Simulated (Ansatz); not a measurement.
# SiNH2F (SMILES N[Si]F) at BLYP/STO-3G

What is the electronic atomisation energy of SiNH2F at BLYP/STO-3G? 

Program for the calculation: Ansatz 0.2.0.

69 further runs of the same task are left out: 69 set aside as unsound or not needed.

## 1. The system as given

SiNH2F: 5 atoms, total charge 0, spin state singlet. SMILES: `N[Si]F`. The shape is that of a PBE0-D4/def2-TZVP optimisation. This is one conformer, not always the lowest.

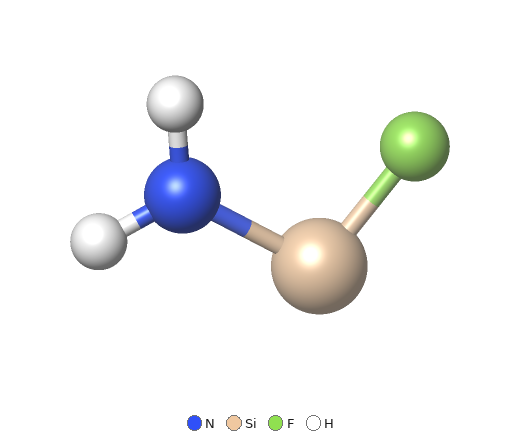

The structure, seen from a chosen angle (nitrogen blue, silicon light orange, fluorine green, hydrogen white).

## 2. The energy at BLYP/STO-3G

Input file run.yaml:

```yaml
crystal:
  periodic: [false, false, false]
  atoms:
    - {symbol: "N", position_ang: [-0.421300, 0.240100, -0.331100]}
    - {symbol: Si, position_ang: [0.136100, -1.133600, 0.505100]}
    - {symbol: F, position_ang: [1.565400, -0.548800, 1.001500]}
    - {symbol: H, position_ang: [0.085400, 1.109600, -0.420900]}
    - {symbol: H, position_ang: [-1.315700, 0.259100, -0.796000]}
basis:
  gaussian:
    orbitals: STO-3G
hamiltonian:
  xc: {name: BLYP}
accuracy: high
```

On the command line:

```console
$ ansatz run run.yaml --threads 1 --pin off --max-ram 2610MiB --events-out events.jsonl --progress --plain --runs-dir runs
```

The log of the run:

```text
Warning: RAYON_NUM_THREADS=1 ignored (pool sized by the plan → 1); use --threads N
Functional definition: BLYP
  name "BLYP"
  parameter beta = 0.0042
  parameter a = 0.04918
  parameter b = 0.132
  parameter c = 0.2533
  parameter d = 0.349
  exchange = b88_x(beta = beta)
  correlation = lyp_c(a = a, b = b, c = c, d = d)
383 factors; integrals over basis functions are off by at most 2.9e-8 eV
mean field evaluation 1: about -11962.0179 eV, gradient 2.3e1 eV
mean field evaluation 2: about -11952.8695 eV, gradient 6.0e1 eV
mean field evaluation 4: about -11963.7803 eV, gradient 3.8e0 eV
mean field evaluation 8: about -11963.8001 eV, gradient 7.1e-2 eV
mean field evaluation 16: about -11963.8001 eV, gradient 2.6e-7 eV
mean field -11963.80014760 eV, -439.6615460692 hartree, gradient 2.6e-8 eV, S^2 0.000000; 0 other end points of the search recorded, 0 dependent functions left out
reference -11963.80018317 eV, -439.6615473766 hartree; 16, 16 occupied and 5, 5 virtual orbitals, 383 factors
Total energy: -11963.80018317 eV, -439.6615473766 hartree
```

It took 1.2 s on 1 thread of Arm Neoverse V1, shared host; peak memory 0.096 GiB.

## 3. The F atom, same level

Input file job.yaml:

```yaml
crystal:
  periodic: [false, false, false]
  atoms:
    - {symbol: F, position_ang: [0.000000, 0.000000, 0.000000]}
basis:
  gaussian:
    orbitals: STO-3G
magnetization:
  spin_polarized: true
  initial_magnetization: 1
hamiltonian:
  xc: {name: BLYP}
accuracy: high
```

Run the same way, it converges to -98.23564 Eh (log not shown).

## 4. The H atom at the same level

Input file in.yaml:

```yaml
crystal:
  periodic: [false, false, false]
  atoms:
    - {symbol: H, position_ang: [0.000000, 0.000000, 0.000000]}
basis:
  gaussian: {orbitals: STO-3G}
hamiltonian: {xc: {name: BLYP}}
accuracy: high
magnetization: {spin_polarized: true, initial_magnetization: 1}
```

Run the same way, it converges to -0.46274 Eh (log not shown).

## 5. The N atom at the same level

Input file in.yaml:

```yaml
crystal:
  periodic: [false, false, false]
  atoms:
    - {symbol: N, position_ang: [0.000000, 0.000000, 0.000000]}
basis:
  gaussian:
    orbitals: STO-3G
magnetization:
  spin_polarized: true
  initial_magnetization: 3
hamiltonian:
  xc: {name: BLYP}
accuracy: high
```

Run the same way, it converges to -53.86051 Eh (log not shown).

## 6. The Si atom at the same level

Input file input.yaml:

```yaml
crystal:
  periodic: [false, false, false]
  atoms:
    - {symbol: Si, position_ang: [0.000000, 0.000000, 0.000000]}
basis:
  gaussian: {orbitals: STO-3G}
magnetization: {spin_polarized: true, initial_magnetization: 2}
hamiltonian: {xc: {name: BLYP}}
accuracy: high
```

Run the same way, it converges to -285.90455 Eh (log not shown).

## 7. Summary of results

At BLYP/STO-3G:

| quantity | value |
| --- | --- |
| molecule: total energy | -439.66155 Eh |
| F atom: total energy | -98.23564 Eh |
| F atom: ⟨S²⟩ | 0.750 |
| H atom: total energy | -0.46274 Eh |
| H atom: ⟨S²⟩ | 0.750 |
| N atom: total energy | -53.86051 Eh |
| N atom: ⟨S²⟩ | 3.750 |
| Si atom: total energy | -285.90455 Eh |
| Si atom: ⟨S²⟩ | 2.000 |
| electronic atomisation energy | 20.010 eV |

What this shows: Taking the molecule apart into free atoms costs 20.01 eV (1931 kJ/mol), before zero-point energy and without spin-orbit coupling. In a minimal basis such a difference can be off by several eV, whatever the method.
